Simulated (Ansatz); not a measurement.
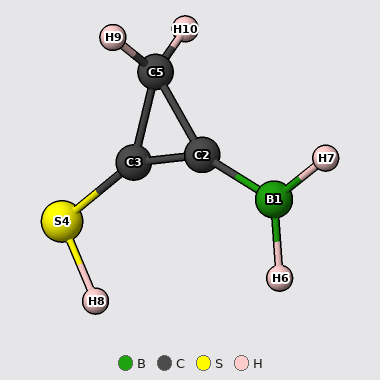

The system is C3H5BS, SMILES BC1=C(S)C1; the picture shows the reference structure. The first coordinate is: dihedral C5–C3–S4–H8; the second: dihedral H6–B1–C2–C5. Nothing is relaxed (all other coordinates rigid). The scan uses an 18 × 18 grid. Energies: kJ/mol, counted from the relaxed molecule at the same level. All numbers below come from RKS PBE0-D4/def2-SVP (Ansatz 0.2.0).

Its coordinates:

```xyz
10

B    -0.7800    1.5966   -0.3726
C     0.0611    0.3697   -0.1109
C     0.1063   -0.9092    0.2454
S    -0.6153   -2.3630    0.7282
C     1.4217   -0.3074   -0.0561
H    -1.9809    1.5265   -0.2333
H    -0.2771    2.6403   -0.7166
H    -1.8962   -1.9213    0.7321
H     1.9334   -0.5904   -0.9888
H     2.1101   -0.0928    0.7757
```

Range: dihedral C5–C3–S4–H8 from −180 to 160°; dihedral H6–B1–C2–C5 from −180 to 160°.

What will the energy surface look like?

The lowest grid point is at dihedral C5–C3–S4–H8 = −180°, dihedral H6–B1–C2–C5 = −180°, 0.0 kJ/mol from the relaxed molecule at the same level; the map holds 2 wells of about this depth. Higher local minima lie near dihedral C5–C3–S4–H8 = 0°, dihedral H6–B1–C2–C5 = −180° (3.8 kJ/mol above the lowest at that grid point); dihedral C5–C3–S4–H8 = 0°, dihedral H6–B1–C2–C5 = 0° (4.1 kJ/mol above the lowest at that grid point). The highest grid point, dihedral C5–C3–S4–H8 = −100°, dihedral H6–B1–C2–C5 = 80°, lies 58.7 kJ/mol above the lowest. On the interpolated surface the easiest way out of the lowest well to the well at dihedral C5–C3–S4–H8 = −180°, dihedral H6–B1–C2–C5 = 0° passes a barrier of about 35 kJ/mol. Round the minimum the two coordinates are weakly coupled (coupling 0.13 in units of the two stiffnesses).

```csv
"dihedral H6–B1–C2–C5 ↓, dihedral C5–C3–S4–H8 →",−180,−140,−100,−60,−20,20,60,100,140
140,12.6,27.2,55.2,47.4,21.9,17.0,38.7,55.7,32.8
100,33.7,43.4,58.5,52.2,39.2,37.2,49.0,58.6,45.6
60,24.6,41.2,57.4,43.3,27.7,32.7,51.6,56.8,35.5
20,3.7,25.8,55.1,37.3,10.1,13.1,43.0,54.8,22.2
−20,3.7,22.2,54.8,43.0,13.1,10.1,37.3,55.1,25.8
−60,24.6,35.5,56.8,51.5,32.7,27.7,43.3,57.4,41.2
−100,33.7,45.6,58.7,49.0,37.2,39.2,52.2,58.5,43.4
−140,12.6,32.8,55.7,38.7,17.0,21.9,47.4,55.2,27.2
−180,0.0,21.3,54.5,38.7,8.3,8.3,38.7,54.5,21.3
```

The table holds every second grid line.

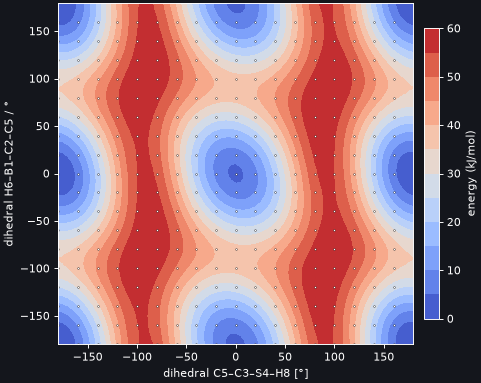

The picture shows filled contours, dots at the grid points. Between grid points the surface is interpolated.

Each point was launched as `ansatz run input.yaml --threads 1 --pin off --max-ram 2560MiB --backend cpu --events-out ev --progress --plain --runs-dir out`. The whole map (324 points run) took 25 min on 1 thread of Arm Neoverse V1 (shared host).
